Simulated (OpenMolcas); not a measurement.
## Yb³⁺: multiconfigurational calculation

Yb³⁺, among 8 point charges of −2 e at 3.33 Å, cube (Oh), whose field is part of the energies. Computed at this level: state-averaged CASSCF, active space 13 electrons in the shell 4f, basis ANO-RCC-VDZP, DKH2 scalar Hamiltonian, spin-orbit coupling by RASSI with atomic mean-field integrals (OpenMolcas).

## Results in brief

| quantity | value |
| --- | --- |
| outcome | converged |
| energy of the lowest spin-free term | −14052.65981 hartree |
| energy of the lowest spin-orbit level | −14052.68024 hartree |
| largest spread among components of a term | 0.0 cm⁻¹ |
| hardware | 1 CPU thread, shared host |
| wall time | 3.6 s |

## Remarks

Without dynamic correlation the splittings between terms come out too large, often by 20 to 50 %. Caveats: point charges have no covalency.

## Input
```
&GATEWAY
Coord
1

Yb 0.0 0.0 0.0
Basis=ANO-RCC-VDZP
Group=XYZ
NoMove
AngMom=0.0 0.0 0.0
AMFI
XField
4 Angstrom 0
1.922576 1.922576 1.922576 -2.000000
1.922576 1.922576 -1.922576 -2.000000
1.922576 -1.922576 1.922576 -2.000000
1.922576 -1.922576 -1.922576 -2.000000
&SEWARD
&RASSCF
FileOrb=start.orb
Symmetry=2
Spin=2
nActEl=13 0 0
Inactive=15 12
Ras2=0 7
CIRoot=7 7 1
SDav=7
CIMx=300
Iter=120 100
PrWF=0.3
OrbListing=Nothing
MaxOrb=0
>>> COPY $Project.JobIph JOB001
&RASSI
NrOfJobIphs=1 7
1 2 3 4 5 6 7
IphNames
JOB001
EJob
SpinOrbit
DIPRint=1.0
SOCoupling=1000.0
Subsets=2
Property=9
'ANGMOM' 1 'ANGMOM' 2 'ANGMOM' 3 'MLTPL  1' 1 'MLTPL  1' 2 'MLTPL  1' 3
'AMFI' 1 'AMFI' 2 'AMFI' 3
SOProperty=3
'ANGMOM' 1 'ANGMOM' 2 'ANGMOM' 3
```

The file start.orb holds starting orbitals from an earlier step. A driver script formed the levels outside the program, from RASSI's spin-orbit matrix and the active-space energies, averaged over the components of each term or state.

## The program's output (extracts)
```
--- SEWARD ---
Basis set label: YB.ANO-RCC...7S6P4D2F1G.

      Electronic valence basis set:
      ------------------
      Associated Effective Charge  70.000000 au
      Associated Actual Charge     70.000000 au
      Nuclear Model: Point charge

      Shell  nPrim  nBasis  Cartesian Spherical Contaminant
         s      25       7        X
         p      22       6        X
         d      15       4                 X
         f      11       2                 X
         g       4       1                 X
                  Relativistic Douglas-Kroll-Hess integrals:
                    - DKH order of Hamiltonian: 2
                    - DKH order of Properties : 0
                  Atomic mean-field integrals
--- RASSCF ---
Wave function specifications:
      -----------------------------

      Number of closed shell electrons          54
      Number of electrons in active shells      13
      Max number of holes in RAS1 space          0
      Max nr of electrons in RAS3 space          0
      Number of inactive orbitals               27
      Number of active orbitals                  7
      Number of secondary orbitals              34
      Spin quantum number                      0.5
      State symmetry                             2
Orbital specifications:
      -----------------------

      Symmetry species                           1   2
                                                ag  au
      Frozen orbitals                            0   0
      Inactive orbitals                         15  12
      Active orbitals                            0   7
      RAS1 orbitals                              0   0
      RAS2 orbitals                              0   7
      RAS3 orbitals                              0   0
      Secondary orbitals                        21  13
      Deleted orbitals                           0   0
      Number of basis functions                 36  32
      Number of CSFs                             7
      Number of root(s) required                 7
      Iter CI   SX   CI       RASSCF       Energy    max ROT     max BLB   max BLB  Level Ln srch  Step   QN
          iter iter root      energy       change     param      element    value   shift minimum  type update
 Nr of preliminary CI iterations:   1
      Total energies have been shifted. Add               -14000.00 au
        1   1    6    0   -52.41365147    0.00E+00  -7.31E-02   14  27 2  6.25E-01*  0.17   0.00    SX    NO
        2   1    6    0   -52.50574105   -9.21E-02*  7.01E-02   16  29 2 -5.20E-01*  0.00   0.00    SX    NO
        3   1    6    0   -52.49676615    8.97E-03*  6.76E-02   14  27 2  5.53E-01*  0.11   0.00    SX    NO
        4   1    6    0   -52.52217520   -2.54E-02*  6.68E-02   16  29 2 -4.93E-01*  0.00   0.00    SX    NO
        5   1    6    0   -52.50731332    1.49E-02*  2.10E-02   16  29 2  5.37E-01*  0.10   0.49    LS   YES
        6   1    5    0   -52.63737330   -1.30E-01*  2.39E-02   14  27 2  2.03E-01*  0.00   1.62    SX   YES
        7   1    5    0   -52.64442178   -7.05E-03*  2.05E-02   16  29 2 -1.66E-01*  0.00   0.55    SX   YES
        8   1    5    0   -52.64737817   -2.96E-03*  1.84E-02   16  29 2  1.50E-01*  0.00   0.53    SX   YES
        9   1    5    0   -52.64961847   -2.24E-03*  1.70E-02   16  29 2 -1.34E-01*  0.00   0.52    SX   YES
       10   1    5    0   -52.65072922   -1.11E-03*  1.60E-02   16  29 2  1.27E-01*  0.00   0.52    SX   YES
        ...
       24   1    5    0   -52.65463842    1.60E-05*  8.69E-03   16  29 2  9.43E-02*  0.00   0.50    SX   YES
       25   1    5    0   -52.65857645   -3.94E-03*  2.58E-03   16  29 2 -3.96E-02*  0.00   0.70    QN   YES
       26   1    4    0   -52.65943081   -8.54E-04*  5.24E-06   16  29 2 -8.58E-05   0.00   1.00    QN   YES
       27   1    3    0   -52.65943081   -4.85E-09  -3.03E-07   12  20 1 -2.89E-06   0.00   1.01    QN   YES
      Convergence after 27 iterations
       28   1    3    0   -52.65943081   -1.09E-11  -3.03E-07   12  20 1 -1.91E-07   0.00   1.01    QN   YES
      Natural orbitals and occupation numbers for root  1
      sym 2:   2.000000   1.000000   2.000000   2.000000   2.000000   2.000000   2.000000
      Natural orbitals and occupation numbers for root  2
      sym 2:   2.000000   2.000000   2.000000   2.000000   2.000000   2.000000   1.000000
      Natural orbitals and occupation numbers for root  3
      sym 2:   2.000000   2.000000   1.000000   2.000000   2.000000   2.000000   2.000000
::    RASSCF root number  1 Total energy: -14052.65981140
::    RASSCF root number  2 Total energy: -14052.65945812
::    RASSCF root number  3 Total energy: -14052.65945812
::    RASSCF root number  4 Total energy: -14052.65945812
::    RASSCF root number  5 Total energy: -14052.65927665
::    RASSCF root number  6 Total energy: -14052.65927665
::    RASSCF root number  7 Total energy: -14052.65927665
--- RASSI ---
SPIN-FREE ENERGIES:
  (Shifted by EMIN (a.u.) =     -14052.6598113960)

 SF State       Relative EMIN(au)   Rel lowest level(eV)    D:o, cm**(-1)      L_eff

     1             0.0000000000        0.0000000000              0.0000         3.0
     2             0.0003532795        0.0096132260             77.5359         3.0
     3             0.0003532795        0.0096132260             77.5359         3.0
     4             0.0003532795        0.0096132260             77.5359         3.0
     5             0.0005347508        0.0145513106            117.3642         3.0
     6             0.0005347508        0.0145513106            117.3642         3.0
     7             0.0005347508        0.0145513106            117.3642         3.0
     Dipole printing threshold changed to   1.00000000E+00
Eigenvalues of complex Hamiltonian:
   -----------------------------------
  (Shifted by EMIN (a.u.) =     -14052.6598113960)

 SO State       Relative EMIN(au)   Rel lowest level(eV)    D:o, cm**(-1)     J-value

     1            -0.0204253477        0.0000000000              0.0000         2.8
     2            -0.0204253477        0.0000000000              0.0000         2.8
     3            -0.0201481118        0.0075439729             60.8462         2.9
     4            -0.0201481117        0.0075439734             60.8462         2.6
     5            -0.0201481118        0.0075439729             60.8462         2.9
     6            -0.0201481117        0.0075439734             60.8462         2.6
     7            -0.0200273449        0.0108302061             87.3515         2.8
     8            -0.0200273449        0.0108302061             87.3515         2.8
     9             0.0276346519        1.3077792098          10547.9507         2.0
    10             0.0276346519        1.3077792098          10547.9507         2.0
    11             0.0278891776        1.3147052087          10603.8126         1.7
    12             0.0278891776        1.3147052087          10603.8126         1.7
    13             0.0278891776        1.3147052082          10603.8126         2.2
    14             0.0278891776        1.3147052082          10603.8126         2.2
Weights of the five most important spin-orbit-free states for each spin-orbit state.

 SO State  Total energy (au)           Spin-free states, spin, and weights
 -------------------------------------------------------------------------------------------------------
    1        -0.020425       1 0.5  0.5750    2 0.5  0.1417    4 0.5  0.1417    3 0.5  0.1417    5 0.5  0.0000
    2        -0.020425       1 0.5  0.5750    2 0.5  0.1417    4 0.5  0.1417    3 0.5  0.1417    5 0.5  0.0000
    3        -0.020148       4 0.5  0.3179    3 0.5  0.2915    7 0.5  0.2288    5 0.5  0.0655    6 0.5  0.0611
    4        -0.020148       2 0.5  0.3945    6 0.5  0.1762    5 0.5  0.1711    3 0.5  0.1383    4 0.5  0.1117
    5        -0.020148       4 0.5  0.3179    3 0.5  0.2916    7 0.5  0.2288    5 0.5  0.0658    6 0.5  0.0608
    6        -0.020148       2 0.5  0.3946    6 0.5  0.1758    5 0.5  0.1715    3 0.5  0.1380    4 0.5  0.1120
    7        -0.020027       7 0.5  0.3333    5 0.5  0.3333    6 0.5  0.3333    3 0.5  0.0000    2 0.5  0.0000
    8        -0.020027       7 0.5  0.3333    5 0.5  0.3333    6 0.5  0.3333    3 0.5  0.0000    2 0.5  0.0000
    9         0.027635       1 0.5  0.4250    4 0.5  0.1917    3 0.5  0.1917    2 0.5  0.1917    5 0.5  0.0000
   10         0.027635       1 0.5  0.4250    4 0.5  0.1917    3 0.5  0.1917    2 0.5  0.1917    5 0.5  0.0000
   11         0.027889       7 0.5  0.4150    4 0.5  0.1753    3 0.5  0.1608    5 0.5  0.1192    6 0.5  0.1104
   12         0.027889       7 0.5  0.4150    4 0.5  0.1754    3 0.5  0.1608    5 0.5  0.1194    6 0.5  0.1102
```

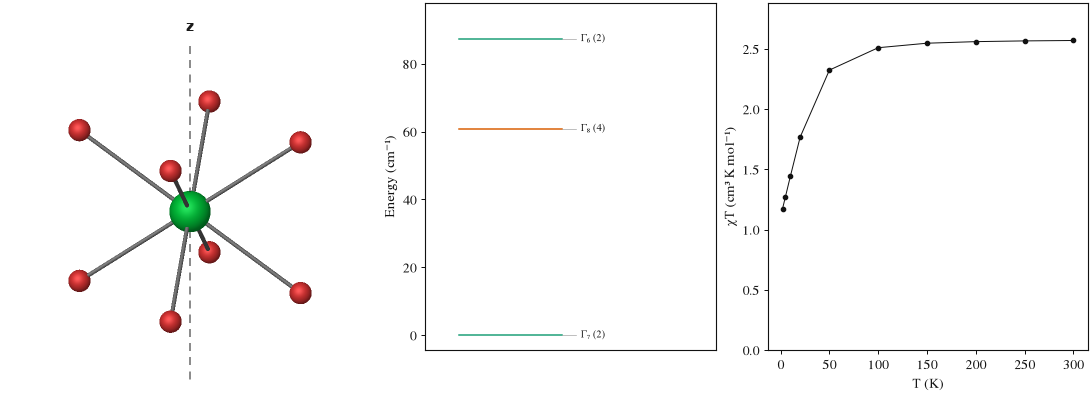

**Figure 1.** Yb³⁺ (4f¹³) among 8 point charges of −2 e at 3.33 Å, arranged as: cube (Oh), with its levels and susceptibility. Labels give the representation in O, Td, D4 or D3 as the site allows (double group for half-integer spin) where it could be assigned and, in brackets, the degeneracy; spin-free states, where drawn, share the zero of the spin-orbit levels. Powder susceptibility by Van Vleck's formula. The ground level is Γ₇, a Kramers doublet, 100 % from states of spin multiplicity 2, effective J = 3.50, with |mJ| = 5/2 the largest share (75 %). Its principal g values are 3.43, 3.43 and 3.43, isotropic. The next level lies at 61 cm⁻¹ (Γ₈). The lowest J multiplet spreads over 87 cm⁻¹. χT is 1.17 cm³ K mol⁻¹ at 2 K and 2.57 at 300 K, an effective moment of 4.53 μB.
